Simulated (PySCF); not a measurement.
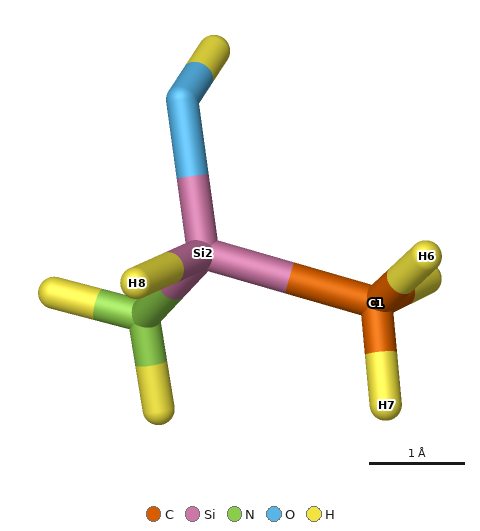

Fig. 1: The structure as given in the input (stick view, seen at a tilt; atoms are numbered from 1 in the order of the input). Bond lengths as drawn: C–H 1.09 Å, C–Si 1.90 Å, H–N 1.01 Å, H–O 0.95 Å, H–Si 1.46 Å, N–Si 1.73 Å and O–Si 1.63 Å.

**Geometry relaxation of CH$_{7}$NOSi**

CH$_{7}$NOSi, computed with PBE0-D3(BJ)/def2-SVPD geometry optimisation, gas phase (PySCF 2.14.0).

## Log
```
step   0  E = -461.35569994  max force = 0.023182
step   1  E = -461.35887939  max force = 0.003151
step   2  E = -461.35918865  max force = 0.001511
step   3  E = -461.35926767  max force = 0.001160
step   4  E = -461.35933064  max force = 0.001273
step   5  E = -461.35943356  max force = 0.001826
step   6  E = -461.35951107  max force = 0.001422
step   7  E = -461.35955338  max force = 0.000514
step   8  E = -461.35956419  max force = 0.000302
optimisation converged
```

## Trajectory as extended XYZ (Å, eV, eV/Å), 9 frames, from step=0 to step=8
```
11
Properties=species:S:1:pos:R:3:forces:R:3 step=0 energy=-12554.12804
C     1.4671   -0.0459   -0.2167   -0.7675   0.3740   0.2486
Si   -0.2946    0.4650    0.2653    1.1921  -1.0498   0.1049
N    -1.1625   -1.0193    0.4572   -0.1058   0.0916   0.0602
O    -1.0576    1.3532   -0.8669   -0.6537   0.9120  -0.8857
H     1.4734   -0.7353   -1.0565   -0.1282  -0.3023  -0.3613
H     2.0572    0.8209   -0.4973    0.2674   0.4368  -0.0859
H     1.9775   -0.5331    0.6076    0.2404  -0.2465   0.4595
H    -0.3146    1.4117    1.3797    0.1026   0.2358   0.5777
H    -2.1556   -0.9671    0.6221   -0.2565  -0.0091   0.0475
H    -0.7638   -1.7385    1.0372    0.1492  -0.2980   0.0871
H    -1.2265    0.9885   -1.7317   -0.0400  -0.1446  -0.2526
11
Properties=species:S:1:pos:R:3:forces:R:3 step=1 energy=-12554.21456
C     1.4646    0.0200   -0.1665   -0.0212  -0.1620  -0.1320
Si   -0.3179    0.4350    0.2136    0.0518   0.1436   0.1427
N    -1.1932   -1.0460    0.4423    0.0829  -0.0680   0.0539
O    -1.0940    1.3129   -0.9878    0.0940   0.0084   0.0846
H     1.5279   -0.6708   -1.0223    0.0384   0.0189   0.0046
H     2.0461    0.9209   -0.4122   -0.0739   0.0193   0.0177
H     1.9585   -0.4673    0.6897   -0.0678   0.0193   0.0085
H    -0.3498    1.3539    1.3943   -0.0868   0.0490  -0.1087
H    -2.1762   -1.0057    0.6806    0.0008  -0.0020  -0.0167
H    -0.7481   -1.8203    0.9207   -0.0158   0.0081  -0.0692
H    -1.2437    0.8711   -1.8267   -0.0024  -0.0347   0.0146
11
Properties=species:S:1:pos:R:3:forces:R:3 step=2 energy=-12554.22298
C     1.4563    0.0132   -0.1693    0.0173  -0.0777  -0.0554
Si   -0.3157    0.4438    0.2236    0.0039   0.0105   0.0413
N    -1.1808   -1.0448    0.4451    0.0093   0.0150   0.0609
O    -1.0843    1.3178   -0.9815    0.0186   0.0342  -0.0001
H     1.5210   -0.6793   -1.0232   -0.0038   0.0225   0.0136
H     2.0315    0.9168   -0.4162   -0.0051   0.0165   0.0154
H     1.9444   -0.4697    0.6916   -0.0043   0.0077   0.0105
H    -0.3644    1.3803    1.3860   -0.0322   0.0207  -0.0358
H    -2.1661   -1.0154    0.6754    0.0010  -0.0165  -0.0030
H    -0.7328   -1.8248    0.9090    0.0034  -0.0125  -0.0483
H    -1.2348    0.8659   -1.8148   -0.0082  -0.0205   0.0010
11
Properties=species:S:1:pos:R:3:forces:R:3 step=3 energy=-12554.22513
C     1.4539    0.0101   -0.1691    0.0092   0.0034   0.0173
Si   -0.3157    0.4498    0.2274   -0.0015  -0.0518  -0.0115
N    -1.1749   -1.0424    0.4501   -0.0200   0.0528   0.0597
O    -1.0817    1.3204   -0.9814   -0.0013   0.0208  -0.0327
H     1.5170   -0.6822   -1.0219   -0.0099   0.0061  -0.0040
H     2.0281    0.9148   -0.4150    0.0105   0.0010   0.0071
H     1.9396   -0.4704    0.6944    0.0079   0.0001  -0.0004
H    -0.3735    1.3984    1.3777   -0.0069   0.0044   0.0013
H    -2.1606   -1.0240    0.6793    0.0080  -0.0150   0.0017
H    -0.7213   -1.8304    0.8935    0.0130  -0.0138  -0.0392
H    -1.2367    0.8596   -1.8092   -0.0092  -0.0080   0.0007
11
Properties=species:S:1:pos:R:3:forces:R:3 step=4 energy=-12554.22684
C     1.4523    0.0097   -0.1669    0.0011   0.0535   0.0561
Si   -0.3168    0.4553    0.2285   -0.0064  -0.0654  -0.0427
N    -1.1704   -1.0383    0.4579   -0.0336   0.0587   0.0534
O    -1.0811    1.3206   -0.9860   -0.0017   0.0008  -0.0381
H     1.5136   -0.6816   -1.0199   -0.0047  -0.0044  -0.0138
H     2.0277    0.9145   -0.4106    0.0138  -0.0090  -0.0030
H     1.9359   -0.4700    0.6983    0.0088  -0.0083  -0.0079
H    -0.3809    1.4143    1.3689    0.0047  -0.0057   0.0198
H    -2.1549   -1.0328    0.6917    0.0100  -0.0098   0.0051
H    -0.7078   -1.8372    0.8706    0.0169  -0.0117  -0.0310
H    -1.2434    0.8492   -1.8068   -0.0086   0.0015   0.0022
11
Properties=species:S:1:pos:R:3:forces:R:3 step=5 energy=-12554.22964
C     1.4503    0.0135   -0.1609   -0.0110   0.0939   0.0786
Si   -0.3202    0.4639    0.2271   -0.0110  -0.0446  -0.0703
N    -1.1632   -1.0297    0.4769   -0.0402   0.0384   0.0400
O    -1.0821    1.3160   -1.0006    0.0088  -0.0291  -0.0261
H     1.5110   -0.6748   -1.0158    0.0079  -0.0141  -0.0197
H     2.0292    0.9177   -0.3993    0.0102  -0.0163  -0.0164
H     1.9293   -0.4677    0.7060    0.0043  -0.0184  -0.0141
H    -0.3944    1.4396    1.3519    0.0116  -0.0168   0.0329
H    -2.1425   -1.0486    0.7276    0.0058   0.0023   0.0083
H    -0.6822   -1.8501    0.8185    0.0193  -0.0087  -0.0165
H    -1.2611    0.8240   -1.8059   -0.0058   0.0134   0.0032
11
Properties=species:S:1:pos:R:3:forces:R:3 step=6 energy=-12554.23175
C     1.4493    0.0217   -0.1552   -0.0143   0.0731   0.0524
Si   -0.3245    0.4688    0.2230   -0.0100  -0.0036  -0.0594
N    -1.1577   -1.0231    0.4984   -0.0267   0.0035   0.0272
O    -1.0837    1.3067   -1.0178    0.0187  -0.0377  -0.0043
H     1.5140   -0.6629   -1.0133    0.0137  -0.0122  -0.0130
H     2.0306    0.9254   -0.3889    0.0018  -0.0114  -0.0173
H     1.9244   -0.4636    0.7115   -0.0009  -0.0164  -0.0118
H    -0.4068    1.4549    1.3379    0.0061  -0.0174   0.0251
H    -2.1298   -1.0607    0.7712    0.0000   0.0111   0.0076
H    -0.6631   -1.8615    0.7680    0.0142  -0.0051  -0.0071
H    -1.2785    0.7980   -1.8090   -0.0025   0.0161   0.0007
11
Properties=species:S:1:pos:R:3:forces:R:3 step=7 energy=-12554.23290
C     1.4487    0.0315   -0.1525   -0.0077   0.0207   0.0094
Si   -0.3286    0.4696    0.2185   -0.0075   0.0204  -0.0247
N    -1.1539   -1.0205    0.5181   -0.0038  -0.0171   0.0110
O    -1.0848    1.2958   -1.0323    0.0161  -0.0265   0.0100
H     1.5204   -0.6498   -1.0136    0.0086  -0.0043  -0.0019
H     2.0292    0.9362   -0.3835   -0.0042  -0.0010  -0.0083
H     1.9221   -0.4577    0.7127   -0.0013  -0.0053  -0.0042
H    -0.4176    1.4594    1.3297   -0.0029  -0.0085   0.0076
H    -2.1189   -1.0680    0.8121   -0.0008   0.0111   0.0054
H    -0.6525   -1.8708    0.7316    0.0030  -0.0011  -0.0026
H    -1.2899    0.7782   -1.8149    0.0005   0.0115  -0.0017
11
Properties=species:S:1:pos:R:3:forces:R:3 step=8 energy=-12554.23320
C     1.4480    0.0377   -0.1530   -0.0007  -0.0074  -0.0078
Si   -0.3310    0.4684    0.2165   -0.0037   0.0155  -0.0018
N    -1.1511   -1.0215    0.5292    0.0067  -0.0130  -0.0003
O    -1.0856    1.2891   -1.0385    0.0054  -0.0118   0.0101
H     1.5246   -0.6422   -1.0152    0.0016   0.0004   0.0025
H     2.0253    0.9444   -0.3839   -0.0042   0.0035  -0.0018
H     1.9226   -0.4523    0.7110    0.0006   0.0029   0.0000
H    -0.4249    1.4586    1.3271   -0.0052  -0.0015  -0.0016
H    -2.1120   -1.0715    0.8354   -0.0002   0.0057   0.0044
H    -0.6480   -1.8769    0.7163   -0.0023  -0.0003  -0.0010
H    -1.2934    0.7698   -1.8191    0.0022   0.0060  -0.0027
```

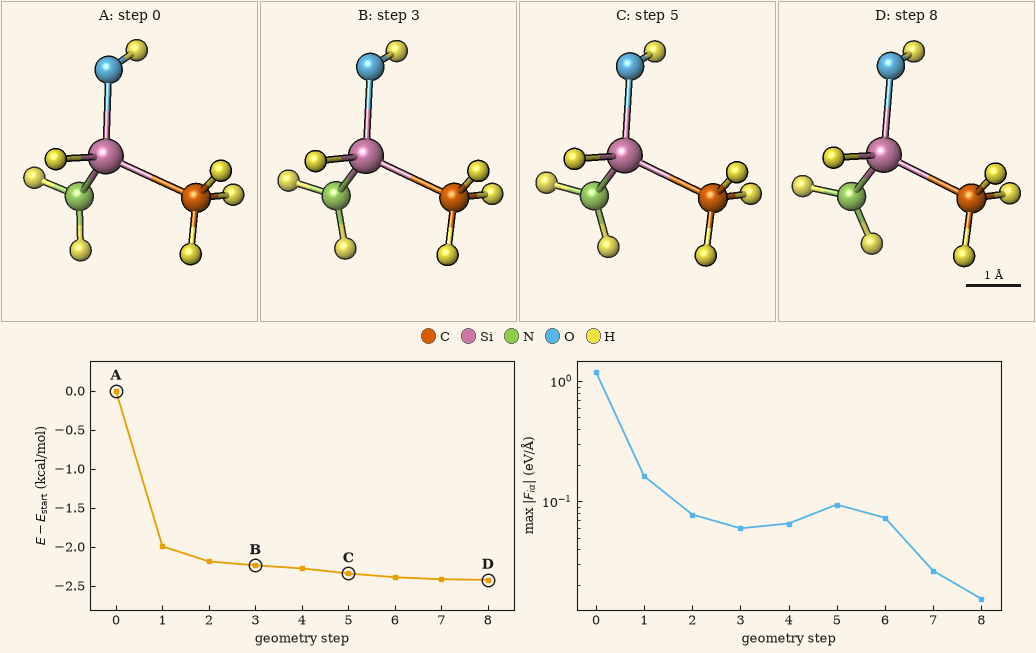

Fig. 2: Frames of the relaxation (ball-and-stick view, seen at a tilt) above the curves, on which the letters mark them (steps are counted from 0).

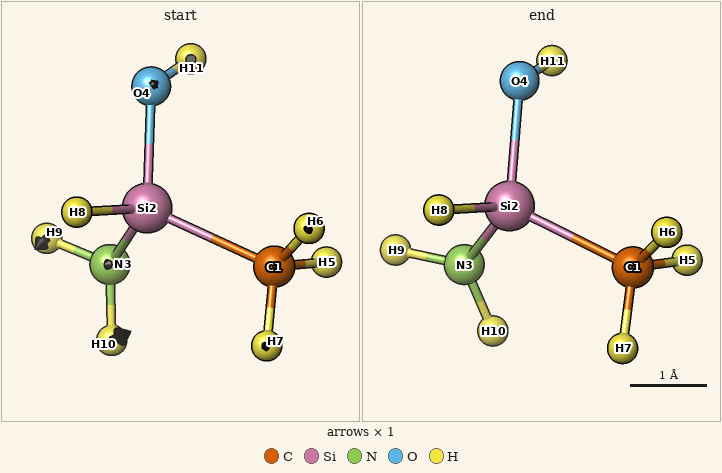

Fig. 3: Before (left) and after (right) the relaxation, at one scale (ball-and-stick view, seen at a tilt). The black arrows give the displacements, at true length. H10 moves most after the best rigid fit: 0.35 Å. By element the largest moves are H 0.35 Å, O 0.12 Å, N 0.11 Å, Si 0.04 Å, C 0.04 Å. Distances before and after: Si2–O4 1.629 → 1.679 Å, C1–Si2 1.897 → 1.867 Å, Si2–H8 1.462 → 1.491 Å, C1–H5 1.087 → 1.101 Å. Among the angles that change: Si2–N3–H9 117.9° → 123.3°, Si2–O4–H11 120.3° → 116.1°, N3–Si2–H8 117.6° → 114.1°. The energy falls by 2.42 kcal/mol in 8 geometry steps. The largest force component goes from 1.2 to 0.015 eV/Å. (Atoms are counted from 1 in the order of the input.)

This output came from the following input.

## Input file
```
{"job": {"xc": "PBE0", "basis": "def2-SVPD", "d3": "d3bj", "grid": 2, "kind": "geom"}, "charge": 0, "multiplicity": 1}
C      1.467092    -0.045884    -0.216669
Si    -0.294588     0.464985     0.265276
N     -1.162517    -1.019312     0.457190
O     -1.057641     1.353158    -0.866946
H      1.473409    -0.735269    -1.056502
H      2.057182     0.820928    -0.497273
H      1.977480    -0.533116     0.607590
H     -0.314588     1.411656     1.379678
H     -2.155563    -0.967135     0.622098
H     -0.763793    -1.738501     1.037243
H     -1.226473     0.988490    -1.731687
```

The first line tells a small driver script what to run in PySCF; the rest is the geometry in Å.

Launched with:
```bash
OMP_NUM_THREADS=1 python <driver script> task.json out
```

## Results in brief

- outcome: converged
- total energy: −461.359564 hartree
- dipole moment: 2.28 D
- point group: C1
- hardware: 1 CPU thread, shared host
- wall time: 1.8 min
- peak memory: 0.6 GiB
